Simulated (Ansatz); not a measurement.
# TiTe2 (P-3m1): phonon-mediated transition temperature

Wanted: λ, ω_log and Tc of TiTe2 (P-3m1). The cell shown first is a relaxed one, from steps not shown here.

Program: Ansatz 0.2.0. Level of theory: DFT PBE, scalar-relativistic, plane waves, PAW; PAW set soft_1. Results are calculated unless marked as measured.

## Step 1: The cell after earlier relaxation steps

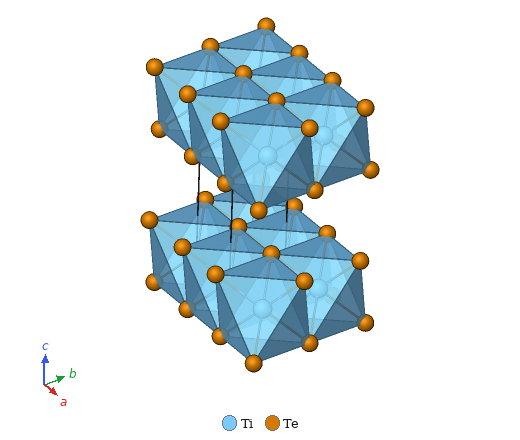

Start, viewed slightly off an axis; titanium blue, tellurium orange. 2×1×1 cells are drawn. Some periodic images of atoms are drawn too.

Coordinates:

```cif
data_structure
_symmetry_space_group_name_H-M 'P-3m1'
_symmetry_Int_Tables_number 164
_cell_length_a 3.7801
_cell_length_b 3.7801
_cell_length_c 6.7728
_cell_angle_alpha 90.000
_cell_angle_beta 90.000
_cell_angle_gamma 120.000
_cell_volume 83.81
loop_
_atom_site_label
_atom_site_type_symbol
_atom_site_symmetry_multiplicity
_atom_site_Wyckoff_symbol
_atom_site_fract_x
_atom_site_fract_y
_atom_site_fract_z
_atom_site_occupancy
Ti1 Ti 1 a 0.00000 0.00000 0.00000 1
Te1 Te 2 d 0.66667 0.33333 0.25420 1
```

## Step 2: Resistivity: q 3×3×1, k 6×6×3, scattering 12×12×8

The run that gives the couplings also evaluates McMillan's and Allen and Dynes's formulas and, where asked, the Eliashberg equations, over a range of μ*.

Contents of input.yaml:

```yaml
crystal:
  lattice:
    - [3.7801021787, 0.0, 0.0]
    - [-1.8900510893, 3.2736645157, 0.0]
    - [0.0, 0.0, 6.7728417163]
  atoms:
    - { symbol: Ti, position: [0.0, 0.0, 0.0] }
    - { symbol: Te, position: [0.6666666667, 0.3333333333, 0.2541967521] }
    - { symbol: Te, position: [0.3333333333, 0.6666666667, 0.7458032479] }
kpoints:
  mp_grid: { grid: [6, 6, 3] }
hamiltonian:
  xc: pbe
  pseudopotentials: { kind: paw, azcp: { folder: soft_1 } }
scf:
  occupations: { method: methfessel_paxton, width: 0.2 }
output:
  eigenvalues: true
phonons:
  method: dfpt
  qmesh: [3, 3, 1]
  temperatures: { t_max: 1000, t_step: 50 }
  qpath:
    path:
      - [[0.0, 0.0, 0.0], [0.5, 0.0, 0.0], [0.33333333, 0.33333333, 0.0], [0.0, 0.0, 0.0], [0.0, 0.0, 0.5], [0.5, 0.0, 0.5], [0.33333333, 0.33333333, 0.5], [0.0, 0.0, 0.5]]
      - [[0.5, 0.0, 0.5], [0.5, 0.0, 0.0]]
      - [[0.33333333, 0.33333333, 0.5], [0.33333333, 0.33333333, 0.0]]
    npoints: 10
  electrical_resistivity:
    mesh: [12, 12, 8]
    temperatures: [20.0, 50.0, 77.0, 100.0, 150.0, 200.0, 300.0, 400.0, 600.0, 800.0]
  superconductivity: { mesh: [12, 12, 8] }
```

On the command line:

```console
$ ansatz run input.yaml --threads 4 --pin off --max-ram 12288MiB --backend cpu --events-out ev --progress --plain --runs-dir out
```

Numbers of over 12 decimals in the logs are rounded to 6 here.

What it wrote:

```text
Engine: ansatz 0.2.0, aarch64-unknown-linux-gnu
Pseudopotentials: kind: paw
Pseudopotential: Ti, paw, valence charge 12, recommended cutoff 420 eV (normal), soft_1/Ti.paw.azcp
Pseudopotential: Te, paw, valence charge 16, recommended cutoff 420 eV (normal), soft_1/Te.paw.azcp
Functional definition: PBE
  parameter kappa = 0.804
  parameter beta = 0.066725
  exchange = pbe_x(kappa = kappa, mu = beta*pi^2/3)
  correlation = pbe_c(beta = beta)
Crystal: 3 atoms, lattice volume = 83.812 Å³
Basis set: ecut = 420 eV, 1619 PW (Γ), exchange–correlation on 54×54×96 points (8 copies of the dense FFT grid, shifted against one another)
Bands: 27, of which v1, the nominal top of the filled ones, is band 22 counted from 1 (21 counted from 0)
Symmetry: 12 space group operations
k-points: 17 of 108
Non-local potential: Ti, projectors of the file, l = 0: 3, l = 1: 2, l = 2: 3, l = 3: 1
Non-local potential: Te, projectors of the file, l = 0: 2, l = 1: 2, l = 2: 2, l = 3: 1
PAW form: soft (Blöchl's): semilocal exchange-correlation on the pseudo side does not see the compensation charge
PAW one-centre angular grid: Ti, 590 points (default); XC on 64 Gauss nodes
PAW one-centre angular grid: Te, 590 points (default); XC on 64 Gauss nodes
Initial density: superposition of atomic densities (chi_scale 0.1, normalization cell, long waves kept (reshape's long-wave potential 0.07 eV rms))
Initial wavefunctions: pseudopotential atomic-orbital guess
Functional: x = pbe(κ = 0.804, μ = 0.219515), c = pbe(β = 0.066725)
SCF iter   1: F=—  HF=-16464.831375 eV  |F-HF|=—  |Δ(HF+E_count)|=         —  Δρ=1.35e-1  dr2=4.44e1  ethr=3.10e-3  ⟨swp⟩=5.8  Hψ=1935  notcnv=0
preconditioner: auto → LDOS  [metal: Δε(μ)=0.071 eV  Ē_g=5.461 eV  σ=0.200 eV  W_gap=0.29  n_scr=22 (ndim 8)  ℏωp=16.2 eV  f_vac=0.010  D(μ)=3.36/eV (n_scr^D=34)  β→1.0]
SCF iter   2: F=—  HF=-16462.187910 eV  |F-HF|=—  |Δ(HF+E_count)|=    2.64e0  S|Δr|=    0.00e0  Δρ=4.99e-2  dr2=2.97e0  ethr=3.10e-3  ⟨swp⟩=4.8  Hψ=1232  notcnv=0  defer=2
SCF iter   3: F=—  HF=-16461.911165 eV  |F-HF|=—  |Δ(HF+E_count)|=   2.77e-1  S|Δr|=    0.00e0  Δρ=1.30e-2  dr2=4.26e-1  ethr=3.10e-3  ⟨swp⟩=2.8  Hψ=850  notcnv=0  defer=1
SCF iter   4: F=—  HF=-16461.873743 eV  |F-HF|=—  |Δ(HF+E_count)|=   3.74e-2  S|Δr|=    0.00e0  Δρ=6.39e-3  dr2=5.05e-2  ethr=9.67e-4  ⟨swp⟩=2.2  Hψ=724  notcnv=0  defer=1
SCF iter   5: F=—  HF=-16461.866796 eV  |F-HF|=—  |Δ(HF+E_count)|=   6.95e-3  S|Δr|=    0.00e0  Δρ=1.95e-3  dr2=5.45e-3  ethr=1.15e-4  ⟨swp⟩=2.2  Hψ=576  notcnv=0  defer=1
SCF iter   6: F=—  HF=-16461.866580 eV  |F-HF|=—  |Δ(HF+E_count)|=   2.16e-4  S|Δr|=    0.00e0  Δρ=2.23e-4  dr2=2.15e-5  ethr=1.24e-5  ⟨swp⟩=1.4  Hψ=472  notcnv=0  defer=1
SCF iter   7: F=—  HF=-16461.866592 eV  |F-HF|=—  |Δ(HF+E_count)|=   1.23e-5  S|Δr|=    0.00e0  Δρ=6.78e-5  dr2=6.69e-6  ethr=4.88e-8  ⟨swp⟩=2.1  Hψ=675  notcnv=0  defer=1
SCF iter   8: F=—  HF=-16461.866591 eV  |F-HF|=—  |Δ(HF+E_count)|=   8.78e-7  S|Δr|=    0.00e0  Δρ=1.76e-5  dr2=4.47e-7  ethr=1.52e-8  ⟨swp⟩=1.2  Hψ=461  notcnv=0  defer=1
SCF iter   9: F=—  HF=-16461.866593 eV  |F-HF|=—  |Δ(HF+E_count)|=   2.15e-6  S|Δr|=    0.00e0  Δρ=4.04e-6  dr2=2.02e-8  ethr=1.02e-9  ⟨swp⟩=1.7  Hψ=576  notcnv=0  defer=1
SCF iter  10: F=—  HF=-16461.866593 eV  |F-HF|=—  |Δ(HF+E_count)|=   1.50e-9  S|Δr|=    0.00e0  Δρ=5.71e-7  dr2=2.67e-10  ethr=4.59e-11  ⟨swp⟩=2.6  Hψ=770  notcnv=0  defer=1
[...]
SCF 1 converged in 12 iterations: F = -16461.866593 eV  dr2 = 2.04e-12
[...]
phonons: the bands overlap, so this run is a metal and interpolates without the dipole-dipole term. If the crystal is really an insulator or semiconductor, its LO-TO splitting is missing
NSCF: frozen V_eff on 17 k-points
NSCF: frozen V_eff on 34 k-points
[...]
mean free path at 200 K (of a tensor a third of its trace): 7.56 nm by what each carries, 6.59 by the Fermi surface alone
  mean free path at 300 K (of a tensor a third of its trace): 5.26 nm by what each carries, 4.48 by the Fermi surface alone
  mean free path at 400 K (of a tensor a third of its trace): 4.23 nm by what each carries, 3.52 by the Fermi surface alone
  mean free path at 600 K (of a tensor a third of its trace): 3.20 nm by what each carries, 2.58 by the Fermi surface alone
  mean free path at 800 K (of a tensor a third of its trace): 2.65 nm by what each carries, 2.11 by the Fermi surface alone
  Hall coefficient in a weak field at 800 K (a third of the trace): (none: it, or that of a finer mesh, parts from a neighbouring mesh's by over half of the finer one's) (as a tensor it moves by 53.2 % between the two finest meshes); by each state's relaxation time: 5.282e-10 m³/C; by a constant relaxation time: 5.243e-10 m³/C
  the resistivity times a path that all electrons share, by the Fermi surface of the deck's mesh alone (a third of the trace): 4.729e-15 Ω·m²
  not converged in the mesh (λ; λ_tr; the resistivity at 20 K by 26.44 %; the resistivity at 50 K by 78.56 %; the resistivity at 77 K by 75.43 %; the resistivity at 100 K by 72.69 %; the resistivity at 150 K by 67.88 %; the resistivity at 200 K by 67.40 %; the resistivity at 300 K by 64.63 %; the resistivity at 400 K by 63.63 %; the resistivity at 600 K by 62.41 %; the resistivity at 800 K by 59.86 %): between neighb [...]
  vibrations of 9 cells: unjudged by the run; compare a larger repeat
  the changes of the potential over all sites missed a rigid shift's by 0.00 % (the site terms' by 0.01 %)
  between the force constants' wavevectors the phonons are obtained by Fourier interpolation alone: along a vector of fewer than three repeats the shortest translation of the supercell is 6.773 Å, and under 7.500 Å the phonon self-energy is left out by default: enlarge phonons.supercell (under dfpt, phonons.qmesh)
--- Superconductivity: potentials and phonons of a 3×3×1 supercell ---
           mesh         λ    ħω_log (meV)  μ* declared at (meV)
        12×12×8    0.3098          14.096               16.616
          6×6×4    0.2808          14.649               16.898
  λ by the species' shares of the modes' patterns: Ti 0.1352, Te 0.1746
  with the Fermi level up to 33.0 meV (the hardest mode) off, states and modes as they are: density of states 0.6793 to 1.5558 /eV of one spin and cell, λ 0.2901 to 0.3881
  transition temperature on the deck's mesh (K), isotropic and anisotropic, restricted to the Fermi surface (FSR) and over the full bandwidth (FBW), and the last with the density of states resolved in a narrower window:
        μ*   McMillan   Allen–Dynes      iso. FSR      iso. FBW    aniso. FSR    aniso. FBW  narrow window
      0.08      0.237         0.240         0.216         0.216         0.385         0.385          0.385
      0.10      0.107         0.108    none_found    none_found         0.209         0.208          0.209
      0.12      0.039         0.039    none_found    none_found         0.102         0.100          0.101
      0.13      0.021         0.021    none_found    none_found    none_found    none_found     none_found
      0.14      0.010         0.010    none_found    none_found    none_found    none_found     none_found
      0.16      0.001         0.001    none_found    none_found    none_found    none_found     none_found
      0.20      0.000         0.000    none_found    none_found    none_found    none_found     none_found
  none_found: no transition down to 0.1 K
  isotope coefficients −∂ln Tc/∂ln M under μ* = 0.13, the force constants as they are, of the isotropic transitions restricted to the Fermi surface and over the full bandwidth: Ti - and -, Te - and -
  gaps at the Fermi level over the full bandwidth under μ* = 0.1, 0.052 K: 0.010 to 0.051 meV
  not converged in the mesh (λ): between neighbouring meshes, the two finest first, λ moves by 9.35 % and the anisotropic transition temperature over the full bandwidth at μ* = 0.13 by nothing (neither mesh has one); converged means that the two finest part by at most 2.00 % and 5.00 %
  vibrations of 9 cells: unjudged by the run; compare a larger repeat
  the changes of the potential over all sites missed a rigid shift's by 0.00 % (the site terms' by 0.01 %)
  between the force constants' wavevectors the phonons are obtained by Fourier interpolation alone: along a vector of fewer than three repeats the shortest translation of the supercell is 6.773 Å, and under 7.500 Å the phonon self-energy is left out by default: enlarge phonons.supercell (under dfpt, phonons.qmesh)
[key lines of the parts left out:]
SCF converged after 12 iterations
Free energy (F): -16461.866593 eV
Fermi energy:    9.541144 eV
```

Run time: 96 s. Hardware: 4 threads of Arm Neoverse V1, shared host; peak memory 0.96 GiB; 6 min of CPU time.

In the SCF lines HF is the Harris–Foulkes energy and dr2 the Hartree energy of the density residual, in eV; the loop may stop once dr2 is under the threshold and the program's other checks hold. Hψ counts applications of the Hamiltonian.

This step gave:

```
volume per atom                                                                : 27.94 Å³/atom
metallic on mesh                                                               : yes
gap on the k-mesh                                                              : 0 eV
zero point energy                                                              : 0.07099 eV/cell
share of imaginary modes in the plain interpolation between solved wavevectors : 0
highest frequency, solved or plainly interpolated                              : 265.8 cm⁻¹
Debye temperature (second moment)                                              : 260 K
resistivity at 300 K                                                           : 104.8 μΩ cm, mean of the axes
coupling constant λ                                                            : 0.3098
density of states at the Fermi level                                           : 0.7429 states/eV a spin and cell
log mean phonon energy ħω_log                                                  : 14.1 meV
transport coupling constant λ_tr                                               : 0.4919, 0.4919, 0.3375 (xx, yy, zz)
Drude plasma energy                                                            : 2.895, 2.895, 1.22 eV (xx, yy, zz)
resistivity times mean free path                                               : 28.27, 28.27, 85.33 × 10⁻¹⁶ Ω m² (xx, yy, zz)
second-moment phonon energy ħω₂                                                : 16.62 meV
```

An empty cell: under 1 mK by a formula, or no transition down to the floor of the Eliashberg search. Transition temperatures:

```csv
μ*,McMillan Tc (K),Allen–Dynes Tc (K),isotropic Fermi-surface Tc (K),isotropic full bandwidth Tc (K),anisotropic Fermi-surface Tc (K),anisotropic full bandwidth Tc (K),anisotropic narrow window Tc (K)
0.08,0.237,0.24,0.216,0.216,0.385,0.385,0.385
0.1,0.107,0.108,-,-,0.209,0.208,0.209
0.12,0.0386,0.0389,-,-,0.102,0.1,0.101
0.13,0.0206,0.0207,-,-,-,-,-
0.14,0.00987,0.00995,-,-,-,-,-
0.16,0.00146,0.00147,-,-,-,-,-
0.2,-,-,-,-,-,-,-
```

The Eliashberg function α²F has structure finer than the step of the table below, so its rows give means over 2 meV, whole bins alone (the curve runs from 0.129 to 32.8 meV). Peaks (meV: height): α²F 10.4: 0.150, 13.8: 0.342, 15.3: 0.520, 17.6: 0.177, 21.8: 0.122, 24.8: 0.173, 29.2: 0.129; α²F tr 13.8: 0.447, 15.3: 0.923, 17.6: 0.268, 23.0: 0.252, 24.8: 0.250, 30.8: 0.182.

Eliashberg function α²F against phonon energy; means over each step:

```csv
phonon energy (meV),α²F,α²F tr
2,0.00144,0.00132
4,0.00783,0.0100
6,0.0164,0.0230
8,0.0286,0.0378
10,0.0979,0.120
12,0.107,0.139
14,0.155,0.211
16,0.200,0.335
18,0.152,0.228
20,0.0625,0.0804
22,0.0908,0.121
24,0.0984,0.194
26,0.0569,0.0749
28,0.0195,0.0216
30,0.0983,0.134
```

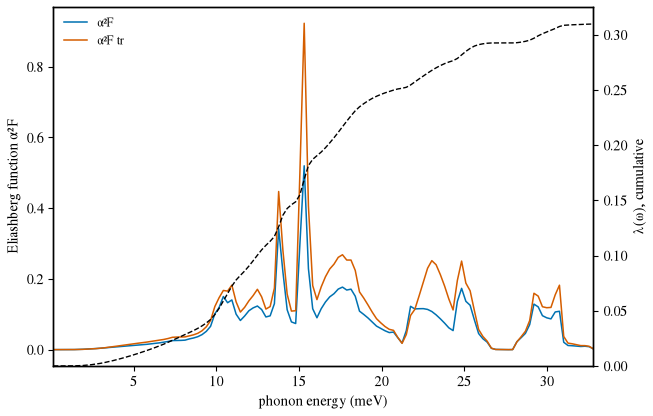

Eliashberg function α²F against phonon energy. The dashed line is the running λ.

The Eliashberg function α²F has structure finer than the step of the table below, so its rows give means over 2 meV, whole bins alone (the curve runs from 0.129 to 32.8 meV). Peaks (meV: height): α²F 10.4: 0.150, 13.8: 0.342, 15.3: 0.520, 17.6: 0.177, 21.8: 0.122, 24.8: 0.173, 29.2: 0.129; Ti 15.3: 0.404, 18.2: 0.119, 21.8: 0.096, 24.8: 0.136, 29.2: 0.109; Te 10.4: 0.131, 13.8: 0.305, 15.3: 0.115.

The Eliashberg function α²F by phonon energy; means over each step:

```csv
phonon energy (meV),α²F,Ti,Te
2,0.00144,2.5e-4,0.00120
4,0.00783,0.00136,0.00646
6,0.0164,0.00304,0.0133
8,0.0286,0.00546,0.0231
10,0.0979,0.0124,0.0855
12,0.107,0.00791,0.0991
14,0.155,0.0216,0.133
16,0.200,0.139,0.0609
18,0.152,0.104,0.0473
20,0.0625,0.0461,0.0164
22,0.0908,0.0705,0.0204
24,0.0984,0.0761,0.0223
26,0.0569,0.0455,0.0114
28,0.0195,0.0165,0.00298
30,0.0983,0.0846,0.0137
```

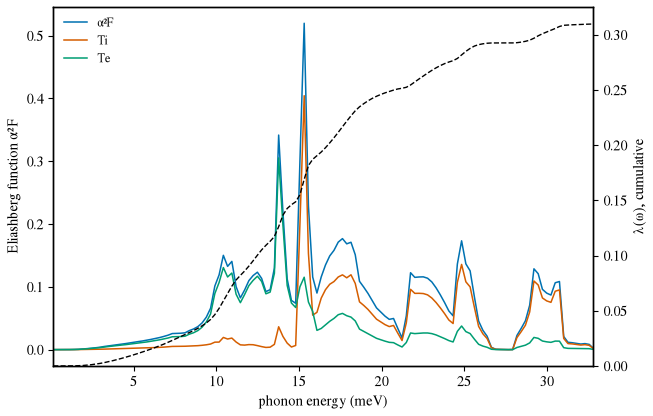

Eliashberg function α²F, plotted against phonon energy. The dashed line is the running λ.

Anisotropic full-bandwidth solution, weighted at the Fermi level. Gaps:

```csv
mu*,T (K),mean gap (meV),5 % (meV),95 % (meV),mean Z
0.1,0.052,0.0271,0.0196,0.0431,1.31
0.1,0.104,0.0255,0.0184,0.0404,1.31
0.1,0.156,0.0202,0.0147,0.0319,1.31
0.1,0.187,0.0136,0.00994,0.0213,1.31
```

The share of the Fermi-level states by lambda of a state:

```csv
lambda of a state,share of the Fermi-level states
0.181,4.0e-4
0.199,0.0066
0.218,0.380
0.237,0.129
0.255,1.0e-4
0.274,1.0e-4
0.293,0.0038
0.311,0.0135
0.330,0.0092
0.348,0.106
0.367,0.0904
0.386,0.0569
0.404,0.0307
0.423,0.0507
0.441,0.0332
0.460,0.0017
0.479,0.0181
0.497,0.0174
0.516,0.0332
0.535,0.0157
0.553,0.002
0.572,7.0e-4
0.590,0
0.609,0
```

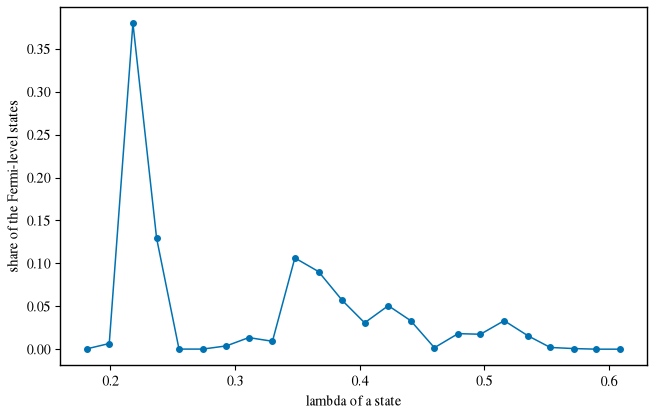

Share of the Fermi-level states against lambda of a state.

## Step 3: Summary of results

| Item | Value |
| --- | --- |
| meshes | q 3×3×1, k 6×6×3, scattering 12×12×8 |
| coupling constant λ | 0.310 |
| log mean phonon energy ħω_log | 14.1 meV |
| Allen–Dynes Tc at μ* = 0.1 | 0.108 K |
| Allen–Dynes Tc at μ* = 0.13 | 0.0207 K |
| anisotropic Eliashberg Tc at μ* = 0.1 | 0.208 K |

What this shows: In the last run (PBE, q 3×3×1, k 6×6×3, scattering 12×12×8), with λ = 0.31 and ħω_log = 14.1 meV, Tc at μ* = 0.13 is 0.021 K by McMillan's formula and 0.021 K by Allen and Dynes's. Raising μ* from 0.10 to 0.16 lowers the Allen–Dynes value from 0.11 to 0.0015 K. By the run's own test λ is not converged in the fine mesh: it moves by 9 % between the two finest. The run's transport test calls it not converged in the mesh; ρ(300 K) moves by 65 % in the component that moves most. These meshes are coarse. The q mesh has one point along an axis, so branches along it are rough. The crystal may be a metal at this level alone.  μ* is a typed number, phonons are harmonic, and spin fluctuations are left out; at μ* = 0.13 McMillan's formula turns 1 % in λ into about 14 % in Tc.

[Logs are printed without paths, hosts, clocks, repeated set-up lines and the standing remarks that a program may print on its own settings, such as how far it seeks lower states.]

[Hosts, paths, dates, database ids (printed as entryN), source tags and the programs' standing remarks are cut or masked in the printed files.]
